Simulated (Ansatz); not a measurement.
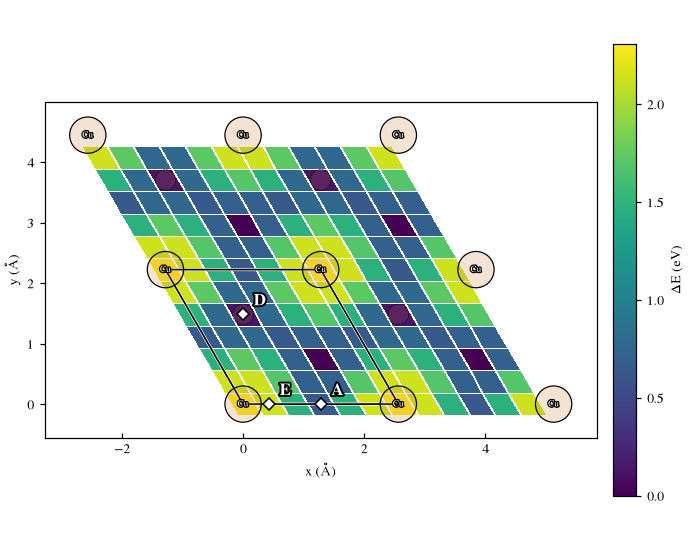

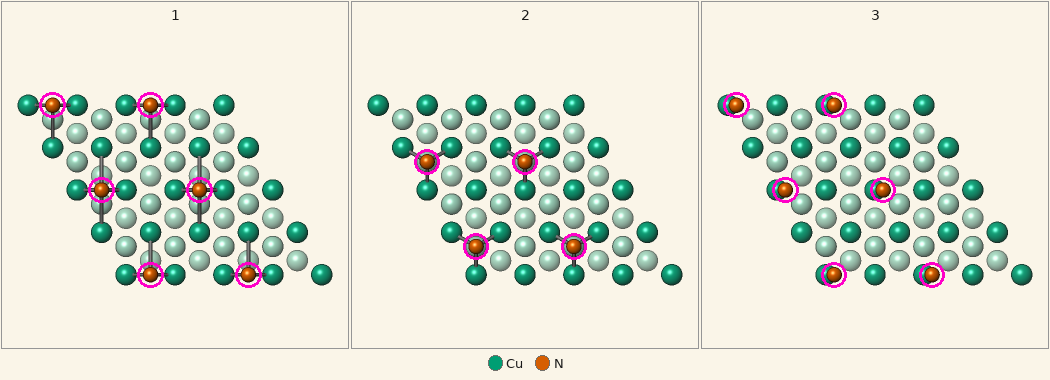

N on a Cu(111) slab cut from the Fm-3m phase, its upper half relaxed before the scan (12 atoms of substrate and one adsorbate in a 2 × 2 cell). N is moved over the surface cell; relaxed at each place: the height of the adsorbate's atoms; substrate rigid; the origin of the map has the adsorbate above Cu9. Places are given modulo a cell vector. The map is drawn in real space over the plane of the surface. The grid has 6 × 6 points; 10 points were computed and 26 follow by symmetry. Places are given in fractions of the 1 × 1 surface cell. Energies: eV, counted from the lowest grid point. Theory: DFT PBE, scalar-relativistic, plane waves, PAW (Ansatz). Settings: cutoff 420 eV, k-mesh 6×6×1, gaussian smearing 0.1 eV, no spin polarisation.

The picture shows one coloured cell a grid point, labelled circles for the atoms of the top layer and small ones for the second layer, the outline of one cell of the 2 × 2 shown, lettered points. The numbered pictures are the structures at these points, in random order. Rings mark the moved atoms.

Q: Which structure belongs to which point?

A: A is structure 1: a bridge site between two Cu atoms, (3/6, 0/6) of the cell vectors, 0.63 eV; D is structure 2: a threefold hollow over a second-layer Cu atom, (2/6, 4/6) of the cell vectors, 0.12 eV; E is structure 3: (1/6, 0/6) of the cell vectors [nearest 1 Cu at 1.69 Å], 2.13 eV.
